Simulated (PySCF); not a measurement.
Consider FO3W (SMILES [O]=[W-](=[O])(=[O])[F]) (charge −1).

Input

```
{"job": {"kind": "sp", "xc": "PBE0", "basis": "ma-def2-SVP", "d3": "d3bj", "grid": 2}, "charge": -1, "multiplicity": 1}
W      0.016209     0.026943     0.006402
O     -0.034815    -0.063937     1.747576
O      1.676883     0.169407    -0.507578
O     -0.865050     1.437941    -0.517039
F     -0.770443    -1.554396    -0.757739
```

Run with:

```sh
OMP_NUM_THREADS=1 python redox_run.py task.json out
```

Geometry: PBE0-D3(BJ)/ma-def2-SVP; core potentials replace the inner electrons of W.

Computed with PySCF 2.14.0, density-fitted response routines, DFT single point, gas phase, functional PBE0.

**What will maps of the electron density and electron localisation function show?**

W–O (1.74 Å): the density is about 1.7 e/Å³ at the midpoint; the ELF peaks at about 0.80 in the valence shell of O, 0.5 Å from its nucleus, and drops to about 0.35 between the two atoms.
W–F (1.92 Å): ρ at the midpoint is about 0.89 e/Å³; the ELF peaks at about 0.85 in the valence shell of F, 0.5 Å from its nucleus, and drops to about 0.20 between the two atoms.

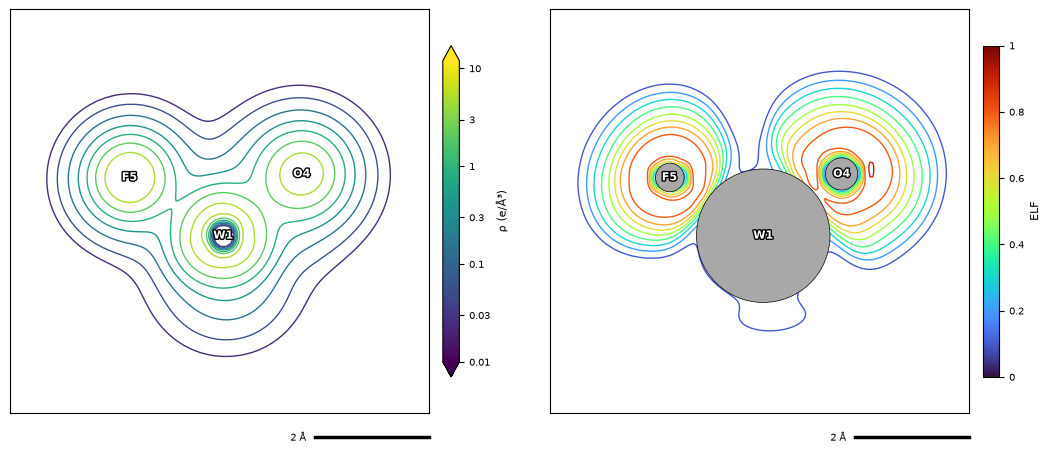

Computed electron density and electron localisation function on the plane of atoms O4, W1 and F5, in this order. Grey discs cover the atomic cores in the ELF map. 
